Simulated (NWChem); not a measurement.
# the pair BNH6···SiH2S, step by step

Aim: the energy (singlet BSiNH8S, TPSS/3-21G), then the energy (singlet BNH6, TPSS/3-21G), then the energy (singlet SiH2S, TPSS/3-21G), then a single-point energy (singlet BNH6, TPSS/3-21G), then the energy (singlet SiH2S, TPSS/3-21G) of BH8NSSi and its partners. 

Program for the calculation: NWChem 7.3.0.

## Step 1: The structure to begin with

The species is BSiNH8S (12 atoms), meant as a singlet with charge 0. The two molecules were placed rigidly side by side, at 1.1 times their contact distance; the pair isn't optimised.

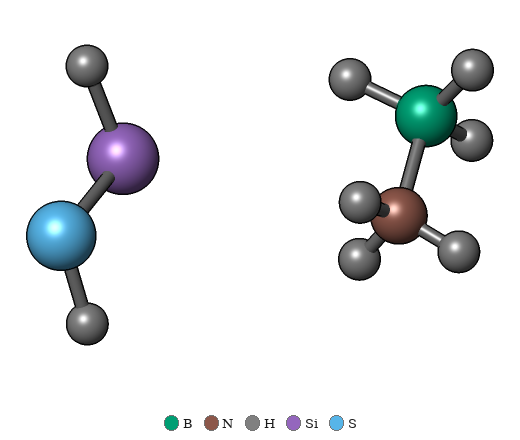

Viewed from a chosen angle; boron teal, nitrogen brown, hydrogen grey, silicon purple, sulfur blue.

## Step 2: A single-point energy at TPSS/3-21G (run 1)

Input file nw.nw:

```
start nw
memory stack 880 mb heap 220 mb global 1100 mb
charge 0

geometry units bohr noautosym nocenter noautoz
  B     -0.38329315     0.48745485    -1.45210335
  N      0.36843990    -0.46855759     1.39590289
  H     -0.16956513    -1.36296497    -2.78549410
  H     -2.54001868     1.24126660    -1.28542950
  H      1.12038082     2.14247699    -1.94910132
  H      0.24428490     0.97160269     2.65635022
  H      2.16388759    -1.14167804     1.44050043
  H     -0.80411626    -1.86960054     1.97945032
  Si    -8.42623210    -1.02553547     1.55384620
  S     -7.77091287    -0.38712929     5.44513244
  H     -9.17824861     1.74142042     1.26515274
  H     -7.04962331    -2.74955151     6.05069518
end

basis spherical bse
  B library 3-21G
  N library 3-21G
  H library 3-21G
  Si library 3-21G
  S library 3-21G
end

dft
  xc xtpss03 ctpss03
  grid fine
  convergence energy 1e-08
  iterations 100
  mulliken
  noprint "final vectors analysis"
end

task dft energy
```

Run with:

```sh
nwchem nw.nw > nw.out
```

What it wrote (excerpt; [...] marks lines left out):

```text
[...]
          Wavefunction type:  closed shell.
          No. of atoms     :    12
          No. of electrons :    50
[...]
          Charge           :     0
          Spin multiplicity:     1
[...]
          AO basis - number of functions:    60
[...]
              XC Information
              --------------
                  TPSS metaGGA Exchange Functional  1.000
             TPSS03 metaGGA Correlation Functional  1.000
[...]
 d= 0,ls=0.0,diis     1   -768.0919517078 -9.45D+02  1.85D-02  4.69D-01     0.8
[...]
 d= 0,ls=0.0,diis    11   -768.1604960790 -7.06D-10  2.40D-07  2.50D-10     6.5
         Total DFT energy =     -768.160496078957
      One electron energy =    -1409.478727671802
           Coulomb energy =      524.974903833586
    Exchange-Corr. energy =      -60.436773113353
 Nuclear repulsion energy =      176.780100872612
[...]
      Total Density - Mulliken Population Analysis
     ---------------------------------------------
    Atom       Charge   Shell Charges
 -----------   ------   -------------------------------------------------------
    1 B    5     5.23   1.99  0.36  1.32  0.72  0.84
    2 N    7     7.71   1.99  0.38  1.90  1.33  2.12
    3 H    1     1.02   0.46  0.56
    4 H    1     1.04   0.46  0.57
    5 H    1     1.02   0.46  0.56
    6 H    1     0.65   0.45  0.20
    7 H    1     0.65   0.45  0.20
    8 H    1     0.66   0.45  0.20
    9 Si  14    13.61   2.00  1.98  5.84  0.86  1.30  1.04  0.60
   10 S   16    16.36   2.00  1.96  5.87  1.04  2.51  1.00  1.99
[...]
```

Wall time 7.2 s (1 thread of AMD EPYC 9R45 (Zen 5), shared host); peak memory 0.12 GiB.

## Step 3: BNH6: a single-point energy at TPSS/3-21G (run 2)

Input file bh6n.nw:

```
start bh6n
title "BH6N"
memory total 2200 mb

geometry noautosym nocenter noautoz
  B       -0.202830       0.257950      -0.768420
  N        0.194970      -0.247950       0.738680
  H       -0.089730      -0.721250      -1.474020
  H       -1.344120       0.656850      -0.680220
  H        0.592880       1.133750      -1.031420
  H        0.129270       0.514150       1.405680
  H        1.145080      -0.604150       0.762280
  H       -0.425520      -0.989350       1.047480
end

basis spherical bse
  * library 3-21G
end

dft
  xc xtpss03 ctpss03
  grid fine
  convergence energy 1e-08
  iterations 100
  mulliken
  print low
end

task dft energy
```

Run with:

```sh
nwchem bh6n.nw > bh6n.out
```

What it wrote (excerpt; [...] marks lines left out):

```text
[...]
 d= 0,ls=0.0,diis     1    -82.7437714946 -1.23D+02  1.85D-02  2.39D-01     0.3
[...]
 d= 0,ls=0.0,diis     7    -82.7782063733 -8.99D-09  9.70D-07  1.91D-10     1.5
         Total DFT energy =      -82.778206373262
      One electron energy =     -190.467523036894
           Coulomb energy =       80.132125524071
    Exchange-Corr. energy =      -13.197368722182
 Nuclear repulsion energy =       40.754559861743
[...]
      Total Density - Mulliken Population Analysis
     ---------------------------------------------
    Atom       Charge   Shell Charges
 -----------   ------   -------------------------------------------------------
    1 B    5     5.23   1.99  0.35  1.32  0.72  0.85
    2 N    7     7.71   1.99  0.38  1.90  1.33  2.11
    3 H    1     1.03   0.46  0.57
    4 H    1     1.03   0.46  0.57
    5 H    1     1.03   0.46  0.57
    6 H    1     0.65   0.45  0.20
    7 H    1     0.65   0.45  0.20
    8 H    1     0.65   0.45  0.20
[...]
```

Run time: 1.9 s. Hardware: 1 thread of AMD EPYC 9R45 (Zen 5), shared host; peak memory 0.12 GiB.

## Step 4: SiH2S: a single-point energy at TPSS/3-21G (run 3)

Input file m1.nw:

```
start m1
title "H2SSi"
memory 2200 mb

geometry noautosym nocenter noautoz
 Si      -4.458970      -0.542690       0.822260
 S       -4.112190      -0.204860       2.881440
 H       -4.856920       0.921520       0.669490
 H       -3.730500      -1.455000       3.201890
end

basis spherical bse
 * library 3-21G
end

dft
 xc xtpss03 ctpss03
 grid fine
 convergence energy 1e-08
 maxiter 100
 mulliken
 print low
end

task dft energy
```

Run with:

```sh
nwchem m1.nw > m1.out
```

What it wrote (excerpt; [...] marks lines left out):

```text
[...]
 d= 0,ls=0.0,diis     1   -685.3457134864 -7.59D+02  3.25D-02  2.30D-01     0.2
[...]
 d= 0,ls=0.0,diis    10   -685.3800584638 -9.32D-10  3.71D-07  4.51D-11     1.3
         Total DFT energy =     -685.380058463802
      One electron energy =    -1093.872279891182
           Coulomb energy =      382.340694702330
    Exchange-Corr. energy =      -47.241396097991
 Nuclear repulsion energy =       73.392922823041
[...]
      Total Density - Mulliken Population Analysis
     ---------------------------------------------
    Atom       Charge   Shell Charges
 -----------   ------   -------------------------------------------------------
    1 Si  14    13.62   2.00  1.98  5.84  0.86  1.30  1.04  0.61
    2 S   16    16.34   2.00  1.96  5.87  1.04  2.51  0.99  1.97
    3 H    1     1.15   0.44  0.71
    4 H    1     0.89   0.46  0.43
[...]
```

Wall time 1.8 s (1 thread of AMD EPYC 9R45 (Zen 5), shared host); peak memory 0.12 GiB.

## Step 5: BNH6 among ghost functions: a single-point energy at TPSS/3-21G (with ghost functions) (run 4)

Input file run.nw:

```
start run
memory stack 880 mb heap 220 mb global 1100 mb
charge 0
geometry units angstrom noautosym nocenter noautoz
 B    -0.202830    0.257950   -0.768420
 N     0.194970   -0.247950    0.738680
 H    -0.089730   -0.721250   -1.474020
 H    -1.344120    0.656850   -0.680220
 H     0.592880    1.133750   -1.031420
 H     0.129270    0.514150    1.405680
 H     1.145080   -0.604150    0.762280
 H    -0.425520   -0.989350    1.047480
 bqSi    -4.458970    -0.542690     0.822260
 bqS     -4.112190    -0.204860     2.881440
 bqH     -4.856920     0.921520     0.669490
 bqH     -3.730500    -1.455000     3.201890
end
basis spherical bse
 B library 3-21G
 N library 3-21G
 H library 3-21G
 bqSi library Si 3-21G
 bqS library S 3-21G
 bqH library H 3-21G
end
dft
 xc xtpss03 ctpss03
 grid fine
 convergence energy 1e-08
 maxiter 100
 mulliken
 print low
end
task dft energy
```

Run with:

```sh
nwchem run.nw > run.out
```

What it wrote (excerpt; [...] marks lines left out):

```text
[...]
 d= 0,ls=0.0,diis     1    -82.7441997079 -1.23D+02  9.30D-03  2.40D-01     0.8
[...]
 d= 0,ls=0.0,diis     7    -82.7786999013 -9.29D-09  4.81D-07  1.85D-10     4.2
         Total DFT energy =      -82.778699901325
      One electron energy =     -190.456678930524
           Coulomb energy =       80.118908418283
    Exchange-Corr. energy =      -13.195489250827
 Nuclear repulsion energy =       40.754559861743
[...]
      Total Density - Mulliken Population Analysis
     ---------------------------------------------
    Atom       Charge   Shell Charges
 -----------   ------   -------------------------------------------------------
    1 B    5     5.23   1.99  0.35  1.32  0.73  0.85
    2 N    7     7.71   1.99  0.38  1.90  1.33  2.11
    3 H    1     1.03   0.46  0.57
    4 H    1     1.02   0.46  0.56
    5 H    1     1.03   0.46  0.57
    6 H    1     0.65   0.45  0.20
    7 H    1     0.65   0.45  0.20
    8 H    1     0.65   0.45  0.20
    9 X    0     0.01  -0.00 -0.00  0.00 -0.00 -0.00  0.00  0.00
   10 X    0    -0.00   0.00  0.00 -0.00  0.00 -0.00 -0.00 -0.00
[...]
```

Run time: 4.8 s. Hardware: 1 thread of AMD EPYC 9R45 (Zen 5), shared host; peak memory 0.13 GiB.

## Step 6: SiH2S among ghost functions: the energy at TPSS/3-21G (with ghost functions) (run 5)

Input file m1.nw:

```
start m1
memory 2200 mb
charge 0

geometry units angstrom noautosym nocenter noautoz
  Si      -4.458970      -0.542690       0.822260
  S       -4.112190      -0.204860       2.881440
  H       -4.856920       0.921520       0.669490
  H       -3.730500      -1.455000       3.201890
  bqB     -0.202830     0.257950    -0.768420
  bqN      0.194970    -0.247950     0.738680
  bqH     -0.089730    -0.721250    -1.474020
  bqH     -1.344120     0.656850    -0.680220
  bqH      0.592880     1.133750    -1.031420
  bqH      0.129270     0.514150     1.405680
  bqH      1.145080    -0.604150     0.762280
  bqH     -0.425520    -0.989350     1.047480
end

basis spherical bse
  Si library 3-21G
  S library 3-21G
  H library 3-21G
  bqB library B 3-21G
  bqN library N 3-21G
  bqH library H 3-21G
end

dft
  xc xtpss03 ctpss03
  mult 1
  grid fine
  convergence energy 1e-08
  maxiter 100
  mulliken
  print low
end

task dft energy
```

Run with:

```sh
nwchem m1.nw > m1.out
```

What it wrote (excerpt; [...] marks lines left out):

```text
[...]
 d= 0,ls=0.0,diis     1   -685.3461786994 -7.59D+02  1.62D-02  2.30D-01     0.8
[...]
 d= 0,ls=0.0,diis    10   -685.3805427448 -9.07D-10  1.85D-07  4.50D-11     5.8
         Total DFT energy =     -685.380542744758
      One electron energy =    -1093.863589453510
           Coulomb energy =      382.330506477982
    Exchange-Corr. energy =      -47.240382592271
 Nuclear repulsion energy =       73.392922823041
[...]
      Total Density - Mulliken Population Analysis
     ---------------------------------------------
    Atom       Charge   Shell Charges
 -----------   ------   -------------------------------------------------------
    1 Si  14    13.62   2.00  1.98  5.84  0.86  1.31  1.04  0.61
    2 S   16    16.34   2.00  1.96  5.87  1.04  2.51  0.99  1.97
    3 H    1     1.15   0.44  0.71
    4 H    1     0.89   0.46  0.43
    5 X    0     0.00  -0.00 -0.00 -0.00  0.00  0.00
    6 X    0    -0.00   0.00  0.00 -0.00 -0.00 -0.00
    7 X    0    -0.00  -0.00 -0.00
    8 X    0    -0.00   0.00 -0.00
    9 X    0     0.00  -0.00  0.00
   10 X    0     0.00  -0.00  0.00
[...]
```

Run time: 6.3 s. Hardware: 1 thread of AMD EPYC 9R45 (Zen 5), shared host; peak memory 0.13 GiB.

## Step 7: Summary of results

```
                                                                                                                 quantity          value
                                                                                          run 1, TPSS/3-21G: total energy  -768.16050 Eh
                                                                                         run 1, TPSS/3-21G: dipole moment         5.73 D
                                                                                                       BNH6: total energy   -82.77821 Eh
                                                                                                      SiH2S: total energy  -685.38006 Eh
                                                                                 BNH6 among ghost functions: total energy   -82.77870 Eh
                                                                                SiH2S among ghost functions: total energy  -685.38054 Eh
              interaction energy of the rigid parts BNH6 and SiH2S (parts in their own basis; closest atoms 3.66 Å apart)      -0.061 eV
interaction energy of the rigid parts BNH6 and SiH2S (parts in the whole basis, counterpoise; closest atoms 3.66 Å apart)      -0.034 eV
```

The interaction energy of the rigid parts BNH6 and SiH2S (parts in their own basis; closest atoms 3.66 Å apart) is −0.06 eV (−1.4 kcal/mol): the parts attract. Without counterpoise this holds the superposition error of the basis. The interaction energy of the rigid parts BNH6 and SiH2S (parts in the whole basis, counterpoise; closest atoms 3.66 Å apart) is −0.03 eV (−3.3 kJ/mol): the parts attract. The basis-set superposition error is 2.6 kJ/mol. Mulliken charges (run 1, TPSS/3-21G) run from -0.71 on N2 to +0.39 on Si9; they depend strongly on the basis.
